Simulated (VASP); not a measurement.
## CdTe: convergence with the SCF solver and PAW data sets

How sensitive are energy, pressure and forces of CdTe to the SCF solver and PAW data sets? The atoms are off their equilibrium sites, so that forces can be compared too. The series runs use r2SCAN. The SCF solver tried: ALGO = Normal; ALGO = Fast; ALGO = VeryFast; ALGO = All; ALGO = Damped; AMIX = 0.1, BMIX = 0.01; AMIX = 0.8; IMIX = 1, AMIX = 0.2. The PAW data sets tried: minimal 64: Cd Te; recommended 54: Cd Te; gw 64: Cd_sv_GW Te_GW. The atoms of the start are displaced at random from the sites of a F-43m cell.

Calculated with VASP 6.6.1; r2SCAN; plane waves and PAW (Cd, Te), in the first sound run; inputs show where later runs differ.

### 1. Set-up

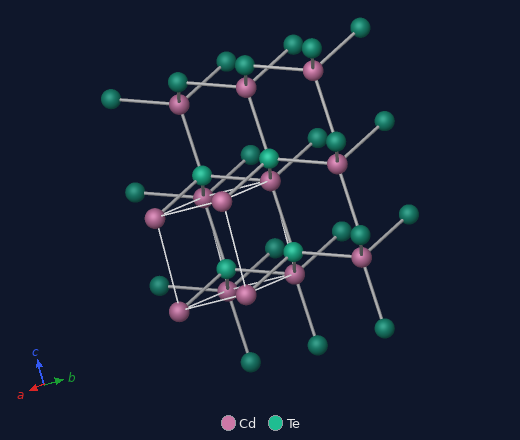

The cell as given, slightly off an axis (cadmium pink, tellurium teal). 1×2×2 cells are drawn. Some periodic images of atoms are drawn too.

Structure file:

```
Cd Te
1.0
     0.00000    3.24000    3.24000
     3.24000    0.00000    3.24000
     3.24000    3.24000    0.00000
Cd Te
1 1
Direct
  0.01629 0.99689 0.99089
  0.26741 0.25040 0.23976
```

### 2. SCF solver: ALGO = Normal

All solvers should reach one answer; they differ in cycles and robustness. r2SCAN adds the kinetic-energy density, costs more than a GGA and is run with LASPH.

File INCAR:

```
SYSTEM = CdTe
PREC = Accurate
ENCUT = 400
EDIFF = 1E-06
NELM = 100
ISMEAR = -1
SIGMA = 0.05
LREAL = .FALSE.
ALGO = Normal
METAGGA = R2SCAN
LASPH = .TRUE.
NBANDS = 15
LORBIT = 11
LWAVE = .FALSE.
LCHARG = .FALSE.
KPAR = 2
ISIF = 2
```

File POSCAR:

```
CdTe
1.0
    0.0000000000      3.2400000000      3.2400000000
    3.2400000000      0.0000000000      3.2400000000
    3.2400000000      3.2400000000      0.0000000000
Cd Te
1 1
Direct
    0.0162910000     -0.0031100000     -0.0091070000
    0.2674050000      0.2504050000      0.2397570000
```

File KPOINTS:

```
Automatic mesh
0
Gamma
6 6 6
0 0 0
```

PAW data sets: Cd and Te (PBE family, release 64).

Run with:

```bash
$ mpirun -np 2 vasp_std
```

The log of the run:

```text
[banner, memory and clock lines left out]
running    2 mpi-ranks, on    1 nodes
 distrk:  each k-point on    1 cores,    2 groups
 distr:  one band on    1 cores,    1 groups

 POSCAR found type information on POSCAR CdTe
 POSCAR found :  2 types and       2 ions
|                                                                             |
|               ----> ADVICE to this user running VASP <----                  |
|                                                                             |
|     You enforced a specific xc type in the INCAR file but a different       |
|     [... a line on the potential file left out ...]
|     I HOPE YOU KNOW WHAT YOU ARE DOING!                                     |
|                                                                             |

 LDA part: xc-table for (None), standard interpolation
 POSCAR, INCAR and KPOINTS ok, starting setup
 FFT: planning ... GRIDC
 FFT: planning ... GRID_SOFT
 FFT: planning ... GRID
 WAVECAR not read
 entering main loop
       N       E                     dE             d eps       ncg     rms          rms(c)
DAV:   1     0.439828279828E+02    0.43983E+02   -0.73690E+03  3408   0.860E+02
DAV:   2    -0.480618423313E+02   -0.92045E+02   -0.88424E+02  4053   0.234E+02
DAV:   3    -0.511699131617E+02   -0.31081E+01   -0.31042E+01  4046   0.459E+01
DAV:   4    -0.511932710311E+02   -0.23358E-01   -0.23357E-01  5087   0.354E+00
DAV:   5    -0.511933685663E+02   -0.97535E-04   -0.97535E-04  4368   0.169E-01    0.555E+00
DAV:   6    -0.466417073085E+02    0.45517E+01   -0.29419E+00  3500   0.224E+01    0.691E+00
DAV:   7    -0.466131330315E+02    0.28574E-01   -0.11835E-01  3647   0.380E+00    0.458E+00
DAV:   8    -0.466221249966E+02   -0.89920E-02   -0.81278E-02  4032   0.310E+00    0.944E-01
DAV:   9    -0.466251462806E+02   -0.30213E-02   -0.63172E-03  4445   0.637E-01    0.357E-01
DAV:  10    -0.466248563519E+02    0.28993E-03   -0.19481E-03  3808   0.493E-01    0.652E-02
DAV:  11    -0.466248539325E+02    0.24194E-05   -0.98258E-05  4410   0.132E-01    0.429E-02
DAV:  12    -0.466248627013E+02   -0.87688E-05   -0.43460E-05  4025   0.844E-02    0.199E-02
DAV:  13    -0.466248616578E+02    0.10435E-05   -0.95073E-06  4088   0.337E-02    0.693E-03
DAV:  14    -0.466248616750E+02   -0.17230E-07   -0.18493E-07  2674   0.364E-03
   1 F= -.46624862E+02 E0= -.46624862E+02  d E =-.685945E-07
```

Run time: 80 s. Hardware: 2 MPI ranks of Intel Xeon 6975P-C (Granite Rapids), shared host; peak memory 0.42 GiB.

The logs omit lines about the potential files and the build; timing stands in the text.

OUTCAR, selected parts (step 2):

```text
ion  position               nearest neighbor table
   1  0.016  0.997  0.991-   2 2.79   2 2.80   2 2.81   2 2.82
   2  0.267  0.250  0.240-   1 2.79   1 2.80   1 2.81   1 2.82

  LATTYP: Found a face centered cubic cell.
 ALAT       =     6.4800000000

 Subroutine GETGRP returns: Found  1 space group operations
 (whereof  1 operations were pure point group operations)

The static configuration has the point symmetry C_1 .

 Found    112 irreducible k-points:

   k-points           NKPTS =    112   k-points in BZ     NKDIM =    112   number of bands    NBANDS=     15

   dimension x,y,z NGX =    30 NGY =   30 NGZ =   30
   dimension x,y,z NGXF=    60 NGYF=   60 NGZF=   60

   ENCUT  =  400.0 eV  29.40 Ry    5.42 a.u.   7.47  7.47  7.47*2*pi/ulx,y,z

   NELECT =      18.0000    total number of electrons

 k-points in reciprocal lattice and weights: Automatic mesh
   0.00000000  0.00000000  0.00000000       0.005
   0.16666667  0.00000000  0.00000000       0.009
   0.00000000  0.16666667  0.00000000       0.009
   0.00000000  0.00000000  0.16666667       0.009
   0.16666667  0.16666667  0.16666667       0.009
   0.33333333  0.00000000  0.00000000       0.009
   0.00000000  0.33333333  0.00000000       0.009
   0.00000000  0.00000000  0.33333333       0.009
   0.33333333  0.33333333  0.33333333       0.009
[...]
-0.33333333  0.16666667  0.50000000       0.009
   0.16666667  0.50000000 -0.33333333       0.009

 average (electrostatic) potential at core
       1 -44.6053       2 -96.3093

 E-fermi :   2.7733

 k-point     1 :       0.0000    0.0000    0.0000
  band No.  band energies     occupation
    ...
      5      -6.1686      2.00000
      6      -6.1685      2.00000
      7       2.0945      2.00000
      8       2.1081      2.00000
      9       2.1206      2.00000
     10       3.3802      0.00001
     11       7.1246      0.00000
     12       7.1345      0.00000
     13       7.1460      0.00000
     14      10.0416      0.00000
    ...

 k-point     2 :       0.1667    0.0000    0.0000
  band No.  band energies     occupation
    ...
      5      -6.1699      2.00000
      6      -6.1696      2.00000
      7       0.4170      2.00000
      8       1.8640      2.00000
      9       1.8908      2.00000
     10       4.4027      0.00000
     11       7.2394      0.00000
     12       7.4647      0.00000
     13       7.4997      0.00000
     14      11.0218      0.00000
    ...

 k-point     3 :       0.0000    0.1667    0.0000
  band No.  band energies     occupation
    ...
      5      -6.1700      2.00000
      6      -6.1699      2.00000
      7       0.4064      2.00000
      8       1.8708      2.00000
      9       1.8879      2.00000
     10       4.4090      0.00000
     11       7.2438      0.00000
     12       7.4715      0.00000
     13       7.4934      0.00000
     14      11.0215      0.00000
    ...

  Total        0.5810102      0.5816031      0.5797368     -0.0989693     -0.0512329      0.0021800
  in kB       13.6845120     13.6984770     13.6545202     -2.3310199     -1.2066873      0.0513458
  external PRESSURE =      13.6791697 kB  Pullay stress =       0.0000000 kB

  energy-cutoff  :      400.00
  volume of cell :       68.02
      direct lattice vectors                 reciprocal lattice vectors
     0.000000000  3.240000000  3.240000000    -0.154320988  0.154320988  0.154320988
     3.240000000  0.000000000  3.240000000     0.154320988 -0.154320988  0.154320988
     3.240000000  3.240000000  0.000000000     0.154320988  0.154320988 -0.154320988

 POSITION                                       TOTAL-FORCE (eV/Angst)
 -----------------------------------------------------------------------------------
      6.44042      3.26328      3.28271         0.036444     -0.002253      0.070459
      1.58812      1.64320      1.67770        -0.036444      0.002253     -0.070459
 -----------------------------------------------------------------------------------
    total drift:                                0.000488      0.000445      0.000035

  FREE ENERGIE OF THE ION-ELECTRON SYSTEM (eV)
  ---------------------------------------------------
  free  energy   TOTEN  =       -46.6248616750 eV

  energy  without entropy=      -46.6248616064  energy(sigma->0) =      -46.62486164

 total charge
# of ion       s       p       d       tot
------------------------------------------
    1        0.450   0.314   9.544  10.308
    2        1.351   2.113   0.021   3.485
--------------------------------------------------
tot          1.801   2.427   9.565  13.793

[... 3 further parts left out ...]
```

The gap is read on the k-mesh alone, so it is an upper bound where the band edges lie off the mesh. Spin-orbit coupling is off here; with elements this heavy it splits and shifts levels by tenths of an eV or more. The PAW data sets were made with PBE, which is usual practice but a small mismatch for other functionals.

Numbers from this step:

```yaml
scf_cycles: 14
electrons: 18
bands: 15
irreducible_k_points: 112
symmetry_operations: 1
free_energy_toten: -46.62 eV
fermi_energy: 2.773 eV
pressure: 1.368 GPa
metallic: no
valence_top_at_k: 0, 0, 0
conduction_bottom_at_k: 0, 0, 0
least_direct_gap_at_k: 0, 0, 0
gap_on_the_k_mesh: 1.260 eV
least_direct_gap_on_the_k_mesh: 1.260 eV
```

The series starts at -23.3124 eV an atom and 1.37 GPa, after 14 cycles in 80 s.

### 3. SCF solver: ALGO = Fast

Edit INCAR of step 2 so:

```diff
@@ -8,3 +8,3 @@
 LREAL = .FALSE.
-ALGO = Normal
+ALGO = Fast
 METAGGA = R2SCAN
```

POSCAR is that of step 2.

KPOINTS is that of step 2.

Run with:

```bash
$ mpirun -np 2 vasp_std
```

The log of the run:

```text
[banner, memory and clock lines left out]
running    2 mpi-ranks, on    1 nodes
[...]
[... a notice as in an earlier step ...]

 LDA part: xc-table for (None), standard interpolation
 POSCAR, INCAR and KPOINTS ok, starting setup
[...]
entering main loop
       N       E                     dE             d eps       ncg     rms          rms(c)
[... 5 cycles as in an earlier step ...]
RMM:   6    -0.466432171649E+02    0.45502E+01   -0.29619E+00  3360   0.171E+01    0.675E+00
RMM:   7    -0.466127809119E+02    0.30436E-01   -0.80179E-02  3480   0.267E+00    0.451E+00
RMM:   8    -0.466220778362E+02   -0.92969E-02   -0.88318E-02  3524   0.315E+00    0.706E-01
RMM:   9    -0.466252115957E+02   -0.31338E-02   -0.10461E-02  3686   0.782E-01    0.394E-01
RMM:  10    -0.466249548780E+02    0.25672E-03   -0.13275E-03  3667   0.351E-01    0.172E-01
RMM:  11    -0.466248609093E+02    0.93969E-04   -0.21291E-04  3691   0.102E-01    0.836E-02
RMM:  12    -0.466248789540E+02   -0.18045E-04   -0.21234E-04  3799   0.146E-01    0.546E-02
RMM:  13    -0.466248613253E+02    0.17629E-04   -0.61239E-05  3667   0.816E-02    0.972E-03
RMM:  14    -0.466248617709E+02   -0.44557E-06   -0.32731E-06  3106   0.120E-02
   1 F= -.46624862E+02 E0= -.46624862E+02  d E =-.685714E-07
```

Run time: 1.8 min. Hardware: 2 MPI ranks; peak memory 0.43 GiB.

OUTCAR, selected parts (step 3):

```text
  Total        0.5845164      0.5851028      0.5832350     -0.0989499     -0.0512249      0.0021774
  in kB       13.7670922     13.7809049     13.7369132     -2.3305636     -1.2064973      0.0512853
  external PRESSURE =      13.7616368 kB  Pullay stress =       0.0000000 kB

 POSITION                                       TOTAL-FORCE (eV/Angst)
 -----------------------------------------------------------------------------------
      6.44042      3.26328      3.28271         0.036459     -0.002255      0.070489
      1.58812      1.64320      1.67770        -0.036459      0.002255     -0.070489
 -----------------------------------------------------------------------------------
    total drift:                                0.000525      0.000435      0.000107

  FREE ENERGIE OF THE ION-ELECTRON SYSTEM (eV)
  ---------------------------------------------------
  free  energy   TOTEN  =       -46.6248617709 eV

  energy  without entropy=      -46.6248617023  energy(sigma->0) =      -46.62486174

[... 2 parts as in an earlier step ...]

[... 1 further part left out ...]
[key lines of the parts left out:]
E-fermi :   2.7731
```

Against the first of the series the energy stays within 0.01 meV an atom; the pressure moves by +0.01 GPa, after 14 cycles in 1.8 min.

### 4. SCF solver: ALGO = VeryFast

Edit INCAR of step 3 so:

```diff
@@ -8,3 +8,3 @@
 LREAL = .FALSE.
-ALGO = Fast
+ALGO = VeryFast
 METAGGA = R2SCAN
```

POSCAR is that of step 3.

KPOINTS is that of step 3.

Run with:

```bash
$ mpirun -np 2 vasp_std
```

The log of the run:

```text
[... set-up lines as in an earlier step ...]
 entering main loop
       N       E                     dE             d eps       ncg     rms          rms(c)
RMM:   1     0.130725603906E+03    0.13073E+03   -0.46629E+03  1680   0.711E+02
RMM:   2    -0.394510982083E+01   -0.13467E+03   -0.12805E+03  1680   0.190E+02
RMM:   3    -0.454722347343E+02   -0.41527E+02   -0.31366E+02  1680   0.971E+01
RMM:   4    -0.505495042567E+02   -0.50773E+01   -0.41909E+01  1680   0.394E+01
[...]
RMM:  18    -0.466248585761E+02    0.13987E-04   -0.11182E-04  3769   0.105E-01    0.493E-02
RMM:  19    -0.466248623644E+02   -0.37883E-05   -0.50469E-05  3788   0.752E-02    0.250E-02
RMM:  20    -0.466248616777E+02    0.68678E-06   -0.58367E-06  3607   0.193E-02
   1 F= -.46624862E+02 E0= -.46624862E+02  d E =-.686520E-07
```

Run time: 2.9 min. Hardware: 2 MPI ranks; peak memory 0.43 GiB.

From OUTCAR (step 4):

```text
  Total        0.5838032      0.5843831      0.5825147     -0.0989570     -0.0512213      0.0021811
  in kB       13.7502965     13.7639548     13.7199478     -2.3307316     -1.2064129      0.0513716
  external PRESSURE =      13.7447330 kB  Pullay stress =       0.0000000 kB

 POSITION                                       TOTAL-FORCE (eV/Angst)
 -----------------------------------------------------------------------------------
      6.44042      3.26328      3.28271         0.036465     -0.002257      0.070491
      1.58812      1.64320      1.67770        -0.036465      0.002257     -0.070491
 -----------------------------------------------------------------------------------
    total drift:                                0.000520      0.000440      0.000091

  FREE ENERGIE OF THE ION-ELECTRON SYSTEM (eV)
  ---------------------------------------------------
  free  energy   TOTEN  =       -46.6248616777 eV

  energy  without entropy=      -46.6248616090  energy(sigma->0) =      -46.62486164

[... 2 parts as in an earlier step ...]

[... 1 further part left out ...]
[key lines of the parts left out:]
E-fermi :   2.7733
```

Against the first of the series the energy stays within 0.01 meV an atom; the pressure moves by +0.01 GPa, after 20 cycles in 2.9 min.

### 5. SCF solver: ALGO = All

Edit INCAR of step 4 so:

```diff
@@ -8,3 +8,3 @@
 LREAL = .FALSE.
-ALGO = VeryFast
+ALGO = All
 METAGGA = R2SCAN
```

POSCAR is that of step 4.

KPOINTS is that of step 4.

Run with:

```bash
$ mpirun -np 2 vasp_std
```

The log of the run:

```text
[... set-up lines as in an earlier step ...]
 entering main loop
       N       E                     dE             d eps       ncg     rms           ort
DAV:   1     0.439828279828E+02    0.43983E+02   -0.78576E+03  1680   0.917E+02
DAV:   2    -0.480618423313E+02   -0.92045E+02   -0.88424E+02  1680   0.234E+02
DAV:   3    -0.511699131617E+02   -0.31081E+01   -0.31042E+01  1680   0.459E+01
DAV:   4    -0.511932710311E+02   -0.23358E-01   -0.23357E-01  1680   0.354E+00
DAV:   5    -0.511933685663E+02   -0.97535E-04   -0.97535E-04  1680   0.169E-01
SDA:   6    -0.459921098204E+02    0.52013E+01   -0.97535E-04  1680   0.354E+01   0.000E+00
 gam= 0.000 g(H,U,f)=  0.309E+01 0.449E+00 0.234E-07 ort(H,U,f) = 0.000E+00 0.000E+00 0.000E+00
 gam= 0.000 trial= 0.400  step=  0.3314 mean=  0.4000
CGA:   7    -0.465767710090E+02   -0.58466E+00   -0.58706E+00  1680   0.100E+00   0.179E-01
 gam= 0.028 g(H,U,f)=  0.731E-01 0.269E-01 0.252E-06 ort(H,U,f) =-0.805E-01 0.985E-01-0.595E-08
 gam= 0.028 trial= 0.393  step=  0.7551 mean=  0.3931
[...]
gam= 0.196 trial= 0.475  step=  0.7299 mean=  0.4749
CGA:  10    -0.466244856465E+02   -0.13173E-02   -0.13201E-02  1680   0.911E-03  -0.258E-04
 gam= 0.255 g(H,U,f)=  0.756E-03 0.155E-03 0.878E-09 ort(H,U,f) =-0.384E-03 0.358E-03 0.268E-08
 gam= 0.255 trial= 0.500  step=  0.6741 mean=  0.5004
CGA:  11    -0.466247915749E+02   -0.30593E-03   -0.30473E-03  1680   0.157E-03   0.137E-04
 gam= 0.173 g(H,U,f)=  0.140E-03 0.175E-04 0.703E-10 ort(H,U,f) =-0.761E-04 0.898E-04 0.383E-09
 gam= 0.173 trial= 0.518  step=  0.7860 mean=  0.5177
CGA:  12    -0.466248535715E+02   -0.61997E-04   -0.62674E-04  1680   0.175E-04  -0.505E-05
 gam= 0.112 g(H,U,f)=  0.147E-04 0.281E-05 0.438E-11 ort(H,U,f) =-0.118E-04 0.673E-05 0.321E-10
 gam= 0.112 trial= 0.545  step=  0.8102 mean=  0.5446
CGA:  13    -0.466248604998E+02   -0.69282E-05   -0.68755E-05  1680   0.223E-05   0.399E-06
 gam= 0.127 g(H,U,f)=  0.167E-05 0.562E-06 0.228E-12 ort(H,U,f) =-0.867E-06 0.127E-05 0.179E-11
 gam= 0.127 trial= 0.571  step=  0.5725 mean=  0.5711
SDA:  14    -0.466248611535E+02   -0.65372E-06   -0.65317E-06  1680   0.529E-06   0.823E-06
 gam= 0.000 g(H,U,f)=  0.404E-06 0.125E-06 0.300E-13 ort(H,U,f) = 0.493E-06 0.331E-06 0.165E-12
 gam= 0.000 trial= 0.571  step=  0.7073 mean=  0.5713
 final diagonalization occupied
   1 F= -.46624861E+02 E0= -.46624861E+02  d E =-.688381E-07
```

Elapsed: 99 s, on 2 MPI ranks; peak memory 0.55 GiB.

OUTCAR, selected parts (step 5):

```text
  Total        0.5918723      0.5924663      0.5906069     -0.0989594     -0.0512248      0.0021737
  in kB       13.9403456     13.9543369     13.9105420     -2.3307862     -1.2064954      0.0511977
  external PRESSURE =      13.9350748 kB  Pullay stress =       0.0000000 kB

 POSITION                                       TOTAL-FORCE (eV/Angst)
 -----------------------------------------------------------------------------------
      6.44042      3.26328      3.28271         0.036423     -0.002253      0.070424
      1.58812      1.64320      1.67770        -0.036423      0.002253     -0.070424
 -----------------------------------------------------------------------------------
    total drift:                                0.000451      0.000447     -0.000033

  FREE ENERGIE OF THE ION-ELECTRON SYSTEM (eV)
  ---------------------------------------------------
  free  energy   TOTEN  =       -46.6248611535 eV

  energy  without entropy=      -46.6248610846  energy(sigma->0) =      -46.62486112

[... 2 parts as in an earlier step ...]

[... 1 further part left out ...]
[key lines of the parts left out:]
E-fermi :   2.7727
```

Against the first of the series the energy stays within 0.01 meV an atom; the pressure moves by +0.03 GPa, after 14 cycles in 99 s.

### 6. SCF solver: ALGO = Damped

Edit INCAR of step 5 so:

```diff
@@ -8,3 +8,3 @@
 LREAL = .FALSE.
-ALGO = All
+ALGO = Damped
 METAGGA = R2SCAN
```

POSCAR is that of step 5.

KPOINTS is that of step 5.

Run with:

```bash
$ mpirun -np 2 vasp_std
```

The log of the run:

```text
[... set-up lines as in an earlier step ...]
 entering main loop
       N       E                     dE             d eps       ncg     rms           ort
DAV:   1     0.119209427198E+03    0.11921E+03   -0.71319E+03  1680   0.917E+02
DAV:   2    -0.242527884251E+02   -0.14346E+03   -0.13184E+03  1680   0.299E+02
DAV:   3    -0.471868775432E+02   -0.22934E+02   -0.22375E+02  1680   0.119E+02
DAV:   4    -0.507874685855E+02   -0.36006E+01   -0.35584E+01  1680   0.505E+01
[...]
DMP:  18    -0.466248551053E+02   -0.10914E-05   -0.10539E-04  1680   0.273E-04  -0.240E-05
DMP:  19    -0.466248606283E+02   -0.55230E-05   -0.17301E-05  1680   0.224E-05   0.547E-05
DMP:  20    -0.466248603784E+02    0.24988E-06   -0.45709E-06  1680   0.233E-05  -0.310E-05
 final diagonalization occupied
   1 F= -.46624860E+02 E0= -.46624860E+02  d E =-.683708E-07
```

The job ended after 1.9 min (2 MPI ranks; peak memory 0.56 GiB).

Parts of OUTCAR (step 6):

```text
  Total        0.5765048      0.5771296      0.5752148     -0.0989529     -0.0512374      0.0021471
  in kB       13.5783967     13.5931132     13.5480140     -2.3306334     -1.2067937      0.0505713
  external PRESSURE =      13.5731746 kB  Pullay stress =       0.0000000 kB

 POSITION                                       TOTAL-FORCE (eV/Angst)
 -----------------------------------------------------------------------------------
      6.44042      3.26328      3.28271         0.036447     -0.002267      0.070484
      1.58812      1.64320      1.67770        -0.036447      0.002267     -0.070484
 -----------------------------------------------------------------------------------
    total drift:                                0.000483      0.000371      0.000058

  FREE ENERGIE OF THE ION-ELECTRON SYSTEM (eV)
  ---------------------------------------------------
  free  energy   TOTEN  =       -46.6248603784 eV

  energy  without entropy=      -46.6248603100  energy(sigma->0) =      -46.62486034

[... 2 parts as in an earlier step ...]

[... 1 further part left out ...]
[key lines of the parts left out:]
E-fermi :   2.7740
```

Against the first of the series the energy stays within 0.01 meV an atom; the pressure moves by -0.01 GPa, after 20 cycles in 1.9 min.

(Continued in part 2 of 2.)

[Lines on the potential files, build, host, timing and source positions are cut from VASP's logs without a mark.]

[Logs are printed without paths, hosts, clocks, repeated set-up lines and the standing remarks that a program may print on its own settings, such as how far it seeks lower states.]

[Hosts, paths, dates, database ids (printed as entryN), source tags and the programs' standing remarks are cut or masked in the printed files.]

[A measured line is paired with the nearest computed mode of its activity, which favours agreement.]
